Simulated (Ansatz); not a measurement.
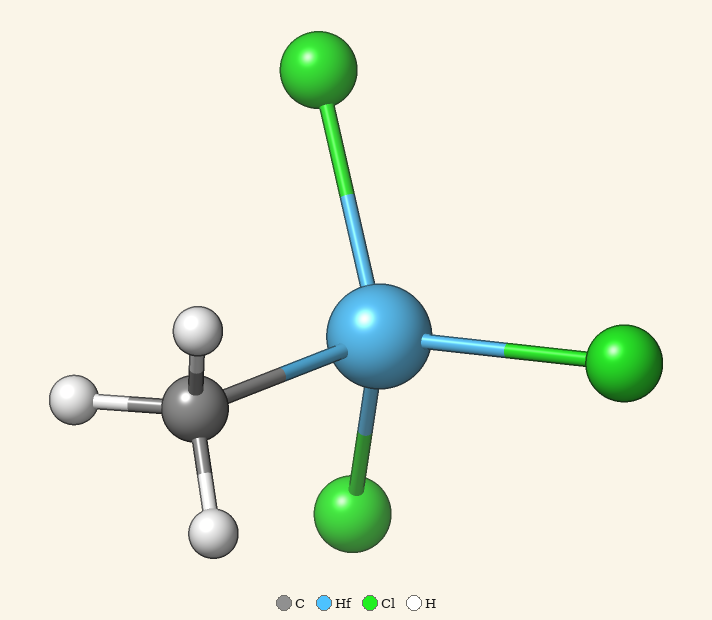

A ball-and-stick model of a molecule.

Charge 0, singlet.

Give the formula.

CH₃Cl₃Hf, 8 atoms: 1 carbon, 3 hydrogen, 3 chlorine and 1 hafnium.

How many sets of symmetry-equivalent atoms are there?

4: 1 C, 1 Hf, 3 Cl, 3 H.

More results for the same structure follow; atom numbers are the same in all pictures, views and colours differ. The computed structure is the end point of a PBE0-D4/def2-TZVP optimisation.

**Levels of theory compared**

Program: Ansatz 0.2.0.

Compare dipole (D), HOMO energy (eV) at these levels: B3LYP-D4/def2-TZVPP; PBE-D4/def2-TZVPP; r2SCAN-D4/def2-TZVPP; ωB97M-V/def2-TZVPP.

```tsv
level	dipole (D)	HOMO energy (eV)
B3LYP-D4/def2-TZVPP	1.11	−8.35
PBE-D4/def2-TZVPP	1.12	−7.24
r2SCAN-D4/def2-TZVPP	1.20	−7.57
ωB97M-V/def2-TZVPP	1.05	−10.89
```

**Thermal motion**

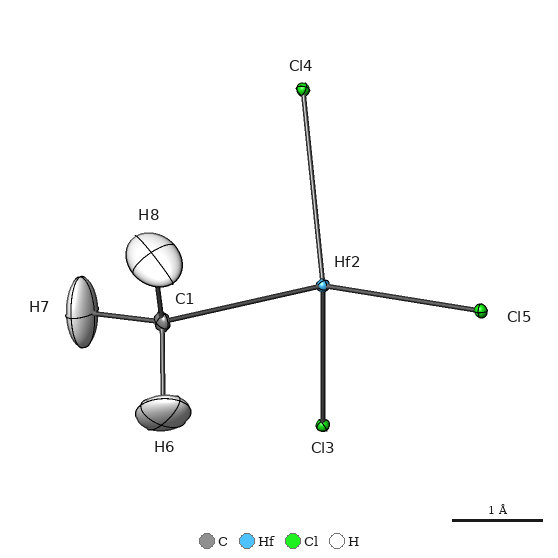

Displacement ellipsoids at the 50 % level, from the internal vibrations of the free molecule (harmonic, no overall translation or rotation; no half-axis is drawn under 0.075 Å). Vibrations computed with RKS PBE0-D4/def2-TZVP, core potentials on Hf (Ansatz 0.2.0). Temperature: 0 K (zero-point motion alone).

Give the displacement parameters, one line for each set of equivalent atoms.

```json
{"atom": "C1", "U_eq (Å²)": "0.0047", "rms amplitudes (Å)": "0.050, 0.076, 0.076"}
{"atom": "Hf2", "U_eq (Å²)": "0.00024", "rms amplitudes (Å)": "0.014, 0.014, 0.018"}
{"atom": "Cl3, Cl4, Cl5", "U_eq (Å²)": "0.0019", "rms amplitudes (Å)": "0.035, 0.043, 0.052"}
{"atom": "H6, H7, H8", "U_eq (Å²)": "0.0373", "rms amplitudes (Å)": "0.098, 0.183, 0.262"}
```

**Charges**

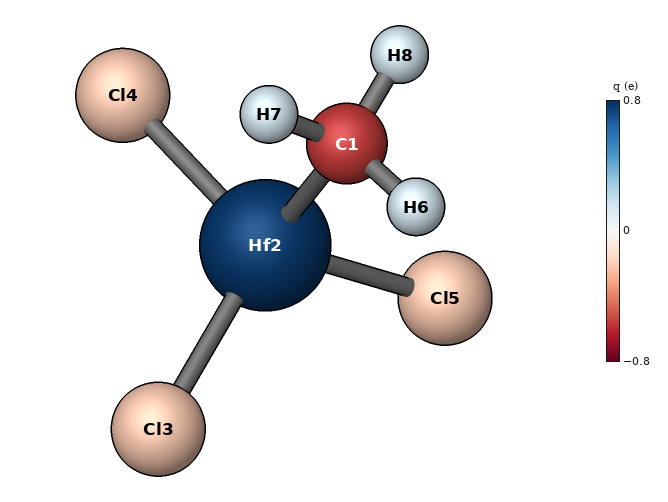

Atoms are coloured by their Mulliken charges. Properties computed with RKS ωB97M-V/def2-TZVPP, core potentials on Hf (Ansatz 0.2.0).

Give the Mulliken charges atom by atom.

```csv
atom,value (e)
C1,−0.55
Hf2,0.77
Cl3,−0.21
Cl4,−0.21
Cl5,−0.21
H6,0.14
H7,0.14
H8,0.14
```

Mulliken values depend strongly on the basis set and can even reverse the polarity of a bond.
